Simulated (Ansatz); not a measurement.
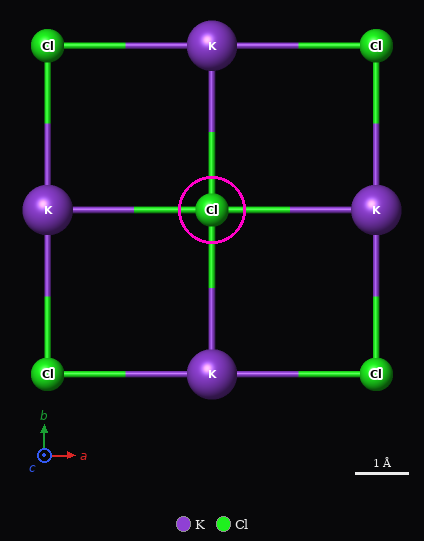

Perfect KCl. Style: ball-and-stick. Shown: the atoms within 4.6 Å of one point, in a slice 5.0 Å thick across the line of sight, along the c axis.

These are results of Ansatz, DFT, PBE, plane-wave PAW, default files, scalar-relativistic, not measurements. Settings: plane-wave cutoff 420 eV; k-point mesh 2 × 2 × 2; occupations fermi dirac; smearing width 0.01 eV; no spin polarisation. A uniform background neutralises the charged cell. The axes drawn are those of the host's conventional cell.

A chlorine atom is replaced by selenium at the ringed place, in charge state −1. The supercell has 54 sites, and the atoms are relaxed at the host's cell.

Question: Predict the relaxed surroundings of the defect.

Answer: In the host the Cl atom has 6 K at 3.15 Å; the Se atom ends with 6 K at 3.10 Å. Of the host's atoms, a chlorine atom moves furthest from its site, by 0.08 Å. Relaxing the atoms from the host's sites lowers the energy by 0.18 eV.

The relaxed defect, seen from the same direction:

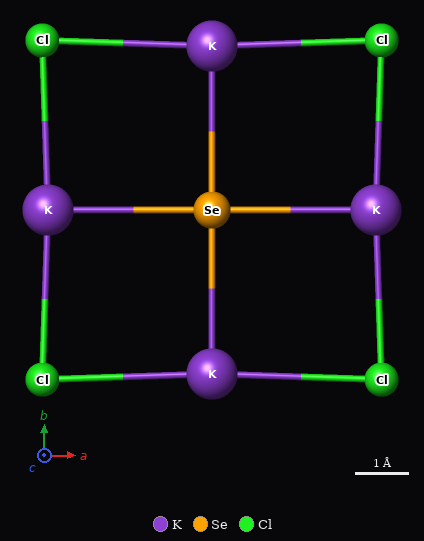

Limits of the set-up: the cell is charged, on a uniform background, and energies carry no finite-size correction.
